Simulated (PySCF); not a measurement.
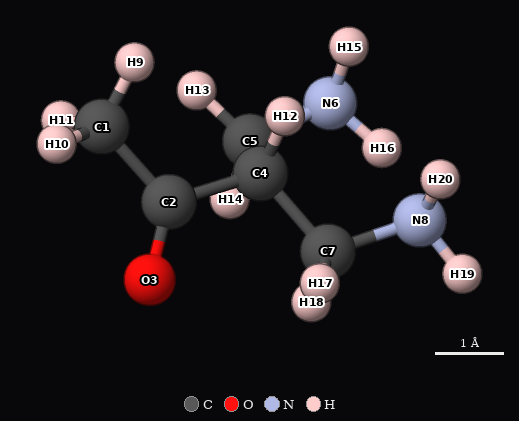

**Figure 1.** The structure (ball-and-stick view, seen at a tilt; atoms are numbered from 1 in the order of the input). Bond lengths as drawn: C–C 1.51 to 1.56 Å, C–H 1.09 to 1.10 Å, C–N 1.44 to 1.46 Å, C–O 1.21 Å and H–N 1.01 to 1.02 Å.

## Two runs on C5H12N2O

System: C5H12N2O, SMILES CC(=O)C(CN)CN.
Method of run 1: TDDFT PW91/IGLO-II, vertical, gas phase, core orbitals frozen in the response (PySCF 2.14.0).

The geometry comes from this level: GFN2-xTB. Text and figures count atoms from 1; the logs count them from 0 in places.

### Input file, run 1
```
{"job": {"kind": "uv", "xc": "PW91", "basis": "IGLO-II", "nstates": 3, "ntriplets": 0, "tda": false, "grid": 4}, "charge": 0, "multiplicity": 1}
C     -2.467471    -0.984491     0.092015
C     -1.051916    -1.188558    -0.393576
O     -0.766827    -2.058816    -1.179089
C     -0.031018    -0.204473     0.137576
C     -0.310105     1.197012    -0.480787
N      0.500120     2.268601     0.040544
C      1.390470    -0.680474    -0.185672
N      2.381519     0.107861     0.537097
H     -2.502118    -0.498490     1.062122
H     -2.979218    -1.942974     0.131351
H     -2.991717    -0.362250    -0.632377
H     -0.147553    -0.124359     1.224875
H     -1.358656     1.460689    -0.317733
H     -0.134341     1.137570    -1.558345
H      0.318389     2.399161     1.030558
H      1.482961     2.028529    -0.054363
H      1.454171    -1.758595     0.031805
H      1.572367    -0.552577    -1.255448
H      3.314655    -0.148360     0.233516
H      2.321141    -0.084328     1.532895
```

The first line tells a small driver script what to run in PySCF; the rest is the geometry in Å.

Command:
```bash
OMP_NUM_THREADS=1 python <driver script> task.json out
```

Hardware: 1 CPU thread, shared host.

### Output (run 1)
```
coarse grid: 16080 points
cycle   1  E = -382.2077592669  dE =  8.056e-01  |g| = 1.074e+00  |ddm| = 3.303e+00
cycle   2  E = -381.1202614080  dE =  1.087e+00  |g| = 2.486e+00  |ddm| = 4.206e+00
cycle   3  E = -382.3855231212  dE = -1.265e+00  |g| = 5.194e-01  |ddm| = 3.642e+00
cycle   4  E = -382.4415041998  dE = -5.598e-02  |g| = 1.478e-01  |ddm| = 5.064e-01
cycle   5  E = -382.4450578169  dE = -3.554e-03  |g| = 5.839e-02  |ddm| = 1.450e-01
cycle   6  E = -382.4457808617  dE = -7.230e-04  |g| = 1.632e-02  |ddm| = 6.808e-02
cycle   7  E = -382.4458436776  dE = -6.282e-05  |g| = 3.027e-03  |ddm| = 1.866e-02
cycle   8  E = -382.4458451754  dE = -1.498e-06  |g| = 1.534e-03  |ddm| = 3.734e-03
final grid: 415552 points
cycle   9  E = -382.4273376512  dE = -1.412e-04  |g| = 1.623e-02  |ddm| = 6.752e-02
cycle  10  E = -382.4271034586  dE =  2.342e-04  |g| = 3.784e-02  |ddm| = 3.615e-02
cycle  11  E = -382.4273785397  dE = -2.751e-04  |g| = 7.942e-03  |ddm| = 3.130e-02
cycle  12  E = -382.4273906465  dE = -1.211e-05  |g| = 1.051e-03  |ddm| = 6.446e-03
cycle  13  E = -382.4273908434  dE = -1.968e-07  |g| = 4.932e-04  |ddm| = 1.416e-03
cycle  14  E = -382.4273909002  dE = -5.679e-08  |g| = 8.468e-05  |ddm| = 5.151e-04
cycle  15  E = -382.4273909017  dE = -1.514e-09  |g| = 2.297e-05  |ddm| = 9.238e-05
cycle  16  E = -382.4273909018  dE = -9.743e-11  |g| = 8.776e-06  |ddm| = 2.297e-05
converged SCF energy = -382.4273909018

Static polarisability (au): isotropic 79.680, principal 65.669 80.444 92.927

Singlet excitations
state   eV       nm        f      main configurations
  1   3.4766    356.6   0.03565   H->L 0.98
  2   4.1034    302.1   0.00151   H-1->L 0.98
  3   4.7683    260.0   0.01561   H-2->L 0.97
```

The input of run 2 differs as follows (lines with − go, lines with + come):
```diff
-"xc": "PW91"
-"basis": "IGLO-II"
-"nstates": 3
+"xc": "WP04"
+"basis": "def2-SVPD"
+"nstates": 25
+"scf": {"conv": 1e-11}
```

Predict how the results change.

The total energies belong to different models, so their difference says nothing on which is more stable or more accurate. The HOMO goes from −4.84 to −7.50 eV. The LUMO goes from −1.54 to −2.79 eV. The dipole moment goes from 2.71 to 2.81 D. The lowest excitation goes from 3.48 to 4.25 eV. The strongest computed line goes from 3.48 to 4.25 eV. The functional changes from PW91 to WP04. The SCF takes 13 iterations against 16. The basis functions go from 248 to 259.

### Output (run 2)
```
final grid: 415552 points
cycle   1  E = -390.9039055995  dE =  8.375e-01  |g| = 1.222e+00  |ddm| = 8.080e+00
cycle   2  E = -389.9018029454  dE =  1.002e+00  |g| = 2.461e+00  |ddm| = 7.887e+00
cycle   3  E = -391.1742617411  dE = -1.272e+00  |g| = 4.466e-01  |ddm| = 6.181e+00
cycle   4  E = -391.2167133048  dE = -4.245e-02  |g| = 1.332e-01  |ddm| = 1.005e+00
cycle   5  E = -391.2200605706  dE = -3.347e-03  |g| = 4.265e-02  |ddm| = 3.024e-01
cycle   6  E = -391.2204817607  dE = -4.212e-04  |g| = 9.857e-03  |ddm| = 1.066e-01
cycle   7  E = -391.2205037597  dE = -2.200e-05  |g| = 2.187e-03  |ddm| = 2.574e-02
cycle   8  E = -391.2205046646  dE = -9.050e-07  |g| = 8.207e-04  |ddm| = 5.520e-03
cycle   9  E = -391.2205048116  dE = -1.470e-07  |g| = 1.724e-04  |ddm| = 1.423e-03
cycle  10  E = -391.2205048179  dE = -6.332e-09  |g| = 5.334e-05  |ddm| = 4.826e-04
cycle  11  E = -391.2205048185  dE = -5.552e-10  |g| = 2.261e-05  |ddm| = 1.772e-04
cycle  12  E = -391.2205048186  dE = -1.075e-10  |g| = 3.324e-06  |ddm| = 5.521e-05
cycle  13  E = -391.2205048186  dE = -1.819e-12  |g| = 2.448e-06  |ddm| = 1.412e-05
converged SCF energy = -391.2205048186

Static polarisability (au): isotropic 77.759, principal 64.878 78.912 89.486

Singlet excitations
state   eV       nm        f      main configurations
  1   4.2509    291.7   0.02878   H->L 0.78, H-1->L 0.17
  2   4.5253    274.0   0.01049   H-1->L 0.74, H->L 0.21
  3   5.5013    225.4   0.02088   H-2->L 0.90, H-1->L 0.09
  4   6.1536    201.5   0.01864   H->L+1 0.98
  5   6.5864    188.2   0.01173   H->L+2 0.92
  6   6.8824    180.1   0.01180   H-1->L+1 0.92
  7   6.9861    177.5   0.01074   H->L+3 0.97
  8   7.1267    174.0   0.00865   H->L+4 0.94
  9   7.2886    170.1   0.00582   H-1->L+2 0.84, H-2->L+1 0.11
 10   7.4409    166.6   0.00096   H-3->L 0.97
 11   7.5276    164.7   0.00428   H-2->L+1 0.80, H-1->L+2 0.12
 12   7.6529    162.0   0.00086   H->L+5 0.96
 13   7.7101    160.8   0.01431   H-1->L+3 0.91
 14   7.9387    156.2   0.00256   H-2->L+2 0.62, H-1->L+4 0.28
 15   7.9648    155.7   0.00344   H-1->L+4 0.63, H-2->L+2 0.26
 16   8.0505    154.0   0.00189   H->L+6 0.81
 17   8.0901    153.3   0.02650   H-4->L 0.46, H-5->L 0.39
 18   8.1511    152.1   0.02465   H->L+7 0.90
 19   8.2519    150.2   0.00251   H-6->L 0.88
 20   8.3236    149.0   0.00821   H-1->L+5 0.54, H-2->L+3 0.21, H->L+8 0.16
 21   8.3411    148.6   0.00376   H-2->L+3 0.64, H-1->L+5 0.17
 22   8.3475    148.5   0.00401   H->L+8 0.71, H-1->L+5 0.17
 23   8.5072    145.7   0.00778   H->L+9 0.88
 24   8.5574    144.9   0.00223   H-2->L+4 0.85
 25   8.6087    144.0   0.00323   H-7->L 0.82
```

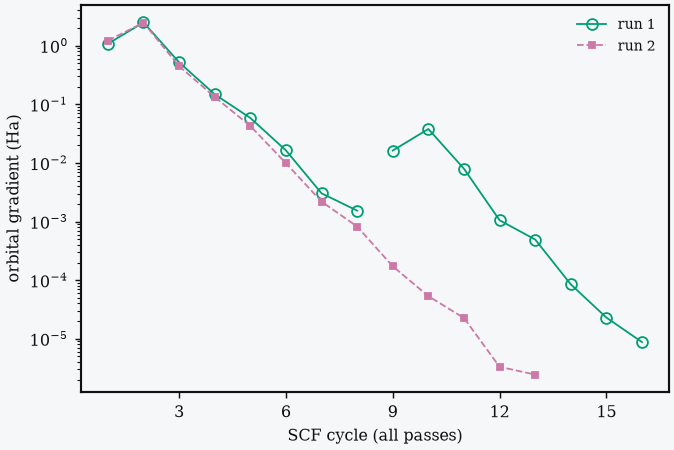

**Figure 2.** Convergence of the two runs: orbital gradient against the SCF cycle. A break in a curve parts two SCF passes (coarse and final grid). Run 1 takes 16 cycles in all, and run 2 takes 13.

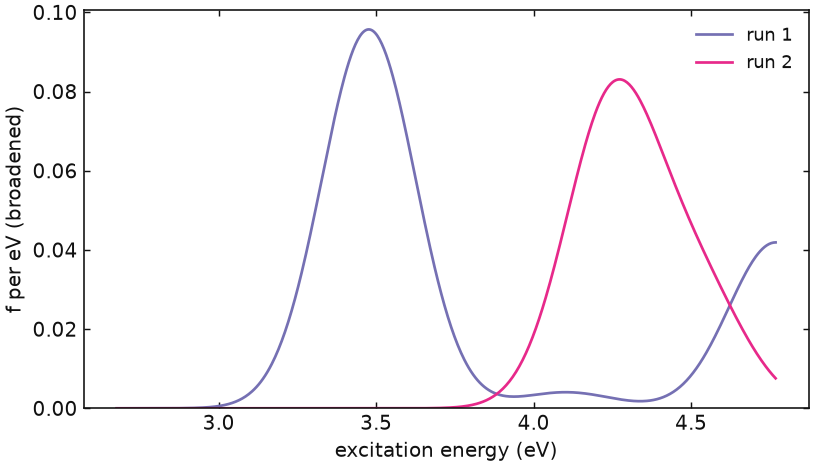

**Figure 3.** Absorption of the two runs from their computed states, each broadened by a Gaussian of 0.35 eV full width; the range ends where the shorter list of states ends.

### The two runs side by side

| quantity | run 1 | run 2 |
| --- | --- | --- |
| outcome | converged | converged |
| total energy (hartree) | −382.427391 | −391.220505 |
| HOMO (eV) | −4.84 | −7.50 |
| LUMO (eV) | −1.54 | −2.79 |
| dipole moment (D) | 2.71 | 2.81 |
| lowest excitation (eV) | 3.48 | 4.25 |
| SCF iterations | 16 | 13 |
| strongest computed line (eV) | 3.48 | 4.25 |
| basis functions | 248 | 259 |
| wall time (shared host) | 60 s | 1.7 min |
